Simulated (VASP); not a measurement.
Band structure of KZnF$_{3}$ (cubic perovskite). Level of theory: vdW-DF2, VASP's PBE PAW potentials (set 64) (plane waves; VASP).

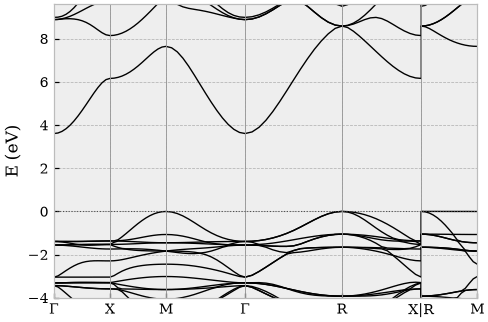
*Bands along high-symmetry lines, zero at the valence-band maximum or, without a gap, the Fermi level*

Task: Read the plot: is there a gap, and where are the band edges?

Result: The gap is indirect, 3.61 eV, from the valence maximum at R to the conduction minimum at Γ. (Edges off the drawn lines would not show.)

The compound is KZnF3 in the cubic perovskite structure. It was relaxed first, which changed the volume by +8 %.
